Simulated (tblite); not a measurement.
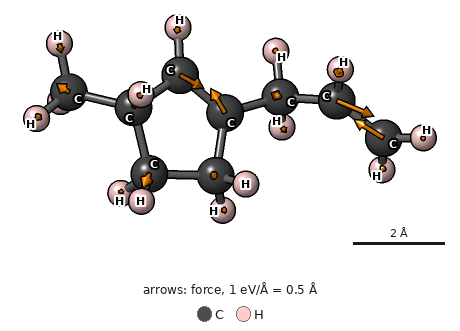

Starting geometry of C₉H₁₄ with the computed forces as orange arrows. The picture is a ball-and-stick view, seen at a tilt.

Theory: tblite, GFN2-xTB geometry optimisation, gas phase. 

Question: What follows when this structure is relaxed?

Answer: It isn't relaxed: the largest force vector, on a C atom, is 1.86 eV/Å. The final displacements have little in common with the starting forces (cosine between the two patterns 0.22). The energy falls by 10.3 kJ/mol in 55 geometry steps. The largest moves after the best rigid fit, 0.099 Å, are those of H atoms. By element the largest moves are H 0.099 Å, C 0.065 Å. Some distances before and after: C–C 1.348 → 1.324 Å, C–H 1.101 → 1.082 Å, C–C 1.482 → 1.500 Å, C–C 1.530 → 1.542 Å. Bond angles that change, for instance: H–C–H 105.6° → 108.7°, H–C–H 118.7° → 116.1°, H–C–H 110.0° → 107.5°. The run took 1.3 s on 1 thread of Intel(R) Xeon(R) Processor @ 2.50GHz, on a shared host.
